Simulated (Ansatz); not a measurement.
CH₄FSi (SMILES [CH2][SiH2]F) (doublet)

The calculation's input:

```
crystal:
  periodic: [false, false, false]
  atoms:
    - { symbol: C, position_ang: [-0.8337, 0.2401, -0.5844] }
    - { symbol: Si, position_ang: [0.5628, -0.157, 0.3821] }
    - { symbol: F, position_ang: [0.5707, -1.7494, 0.4931] }
    - { symbol: H, position_ang: [-1.4469, -0.4926, -0.9702] }
    - { symbol: H, position_ang: [-1.093, 1.3164, -0.8186] }
    - { symbol: H, position_ang: [0.4722, 0.4572, 1.7356] }
    - { symbol: H, position_ang: [1.8291, 0.3173, -0.2833] }
magnetization:
  spin_polarized: true
  initial_magnetization: 1
basis:
  gaussian: { orbitals: def2-SVP }
hamiltonian:
  xc: r2scan
  dispersion: d4
relax:
  f_tol: 0.015
  max_steps: 40
output:
  orbitals: {}
```

Launched as:

```sh
ansatz run input.yaml --threads 2 --pin off --max-ram 3072MiB --backend cpu --events-out ev --progress --plain --runs-dir out
```

The fields are those of the relaxed geometry.

Theory: Ansatz, UKS r2SCAN-D4/def2-SVP.

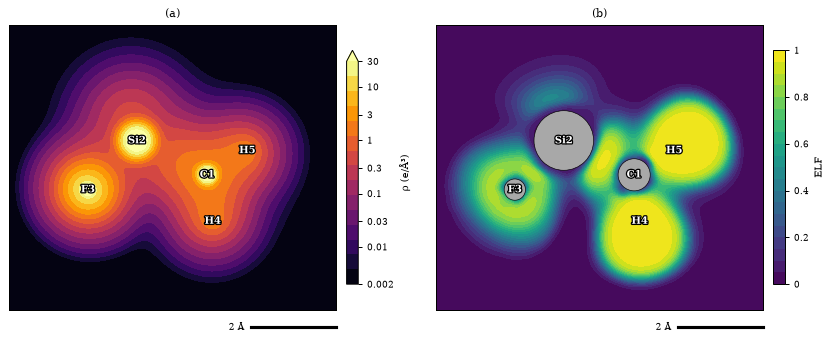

Figure 1. (a) total electron density; (b) electron localisation function on the plane of atoms Si2, C1 and H4. Grey discs cover the atomic cores in the ELF map.

**Describe what can be read from this map.**

The plane passes through C, Si, F and H nuclei.
Si–F (1.63 Å): ρ is about 0.97 e/Å³ halfway; the ELF peaks at about 0.90 in the valence shell of F, 0.5 Å from its nucleus, and is about 0.30 at the midpoint.
C–Si (1.84 Å): ρ is about 1 e/Å³ halfway; the ELF peaks at about 0.95 between the atoms; a shared electron pair.
C–H (1.10 Å): the density is about 1.9 e/Å³ at the midpoint; the ELF climbs to about 1 towards the hydrogen, as it does in any bond to H; an ordinary covalent bond to hydrogen.
The ELF also peaks beside F3, away from the bonds: non-bonding electrons, paired or unpaired.

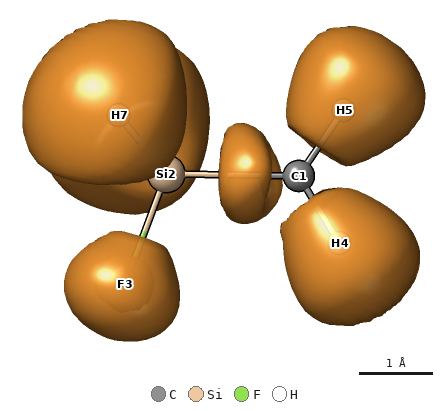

Figure 2. Isosurface of the ELF at 0.75 (orange), seen across its widest extent. Only the valence region is drawn (cores and ρ < 0.01 e/Å³ removed).

**Where are the electrons localised?**

At this value the surface marks out one region between bonded C–Si atoms (shared pairs), four regions around hydrogen nuclei and one region wrapped around F (its lone pairs, merged into a ring or cap).

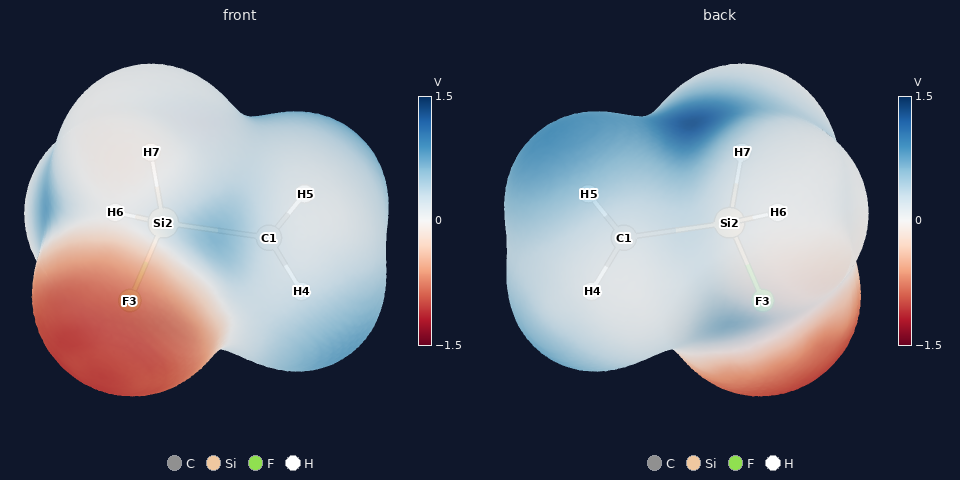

Figure 3. The electrostatic potential painted on the density surface at 0.001 e/bohr³, seen from the front and from behind; red is negative and blue positive.

**Which sites attract a positive test charge, and which a negative one?**

A positive charge is drawn to the negative regions and a negative charge to the positive ones. The most negative region (about −1.0 V) lies over F3, the most positive (about +1.2 V) over Si2.
